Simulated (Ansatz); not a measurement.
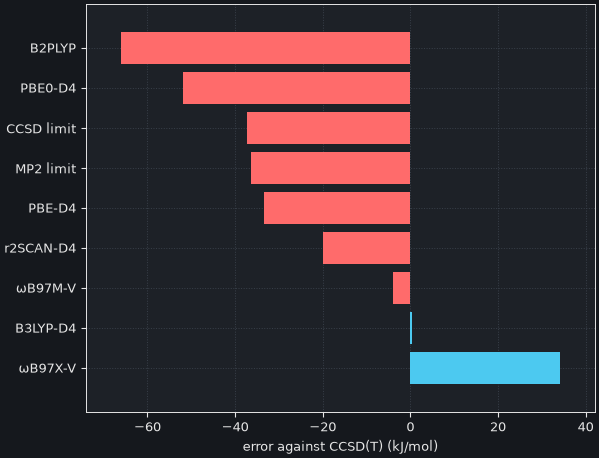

Error in the electronic atomisation energy (method less reference, so positive means overbinding) of Si₃NH₉, SMILES N[SiH2][SiH2][SiH3]: functionals in def2-TZVPP against frozen-core CCSD(T) at the limit (MP2 extrapolated from triple and quadruple zeta, plus CCSD(T) less MP2 in a smaller set), which gives 3942.3 kJ/mol, at a PBE0-D4/def2-TZVP geometry (no frequency check), no zero-point or spin-orbit term, the Ansatz code. The reference leaves out core correlation, a term that grows with the number of heavy atoms. B2PLYP holds a correlation term that converges slowly with the basis, so part of the distance to the limit is basis error. No dispersion term is added to B2PLYP. Limit means the basis limit.

> What range do the values span?

From −66.0 kJ/mol (B2PLYP) to 34.1 kJ/mol (ωB97X-V).

> Give the values.

```tsv
level	kJ/mol
B2PLYP	−66.0
PBE0-D4	−51.9
CCSD limit	−37.2
MP2 limit	−36.4
PBE-D4	−33.5
r2SCAN-D4	−19.9
ωB97M-V	−4.0
B3LYP-D4	0.5
ωB97X-V	34.1
```

Caveats, for all or some of the runs: one conformer of a flexible molecule.
